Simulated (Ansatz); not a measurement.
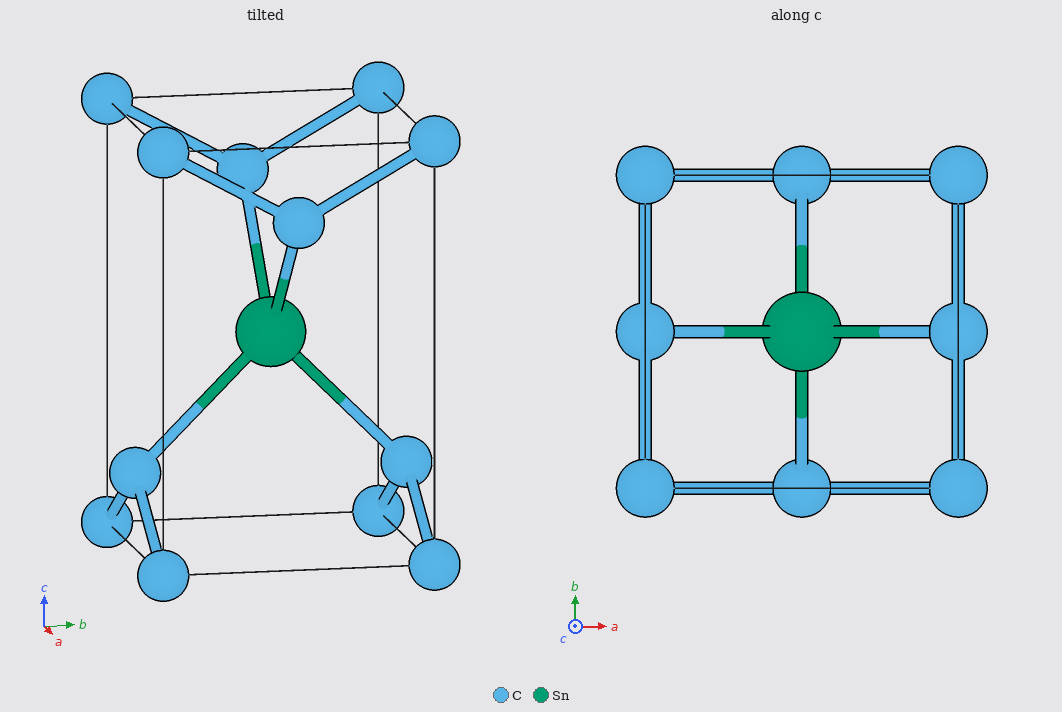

View slightly off an axis and along the c axis, drawn as a ball-and-stick model. The edges of the conventional unit cell are marked.

SnC3, space group P-4m2 (No. 115), a = 2.979 Å, b = 2.979 Å, c = 4.644 Å, α = 90.00°, β = 90.00°, γ = 90.00°. The structure comes from a structure type filled with these elements by a generator (whether the compound takes this form wasn't checked). Earlier steps of the study may have refined or changed the cell and positions. Ansatz was used for an electronic-structure calculation on it.

This one geometry was computed with Ansatz (DFT, plane waves, PAW) at five levels of theory: r2SCAN, PBE0, HSE06, PBE and PBE with spin-orbit coupling. It was relaxed beforehand with r2SCAN.

### Which level gives the highest pressure at this volume, and what does that say about its equilibrium volume?

Highest: PBE (2.7 GPa) and PBE with spin-orbit coupling (2.5 GPa), which points to the largest equilibrium volume. Lowest, with the smallest volume: PBE0 (-4.1 GPa) and HSE06 (-3.9 GPa). Levels within 0.5 GPa of each other can't be told apart.

### How does the band gap change with the level of theory?

PBE with spin-orbit coupling: a gap of 0.32 eV, indirect; PBE: a gap of 0.34 eV, indirect; r2SCAN: a gap of 0.40 eV, indirect; HSE06: a gap of 1.13 eV, indirect; PBE0: a gap of 1.84 eV, indirect.

### Collect the results in a table.

| level | cutoff (eV) | k-mesh of the run's cell | gap (eV) | pressure (GPa) |
| --- | --- | --- | --- | --- |
| r2SCAN | 500 | 8×8×6 | 0.40 | 0.0 |
| PBE0 | 420 | 6×6×4 | 1.84 | -4.1 |
| HSE06 | 420 | 6×6×4 | 1.13 | -3.9 |
| PBE | 420 | 8×8×6 | 0.34 | 2.7 |
| PBE with spin-orbit coupling | 420 | 8×8×6 | 0.32 | 2.5 |

Gaps are taken on the k-mesh or band path of each run.
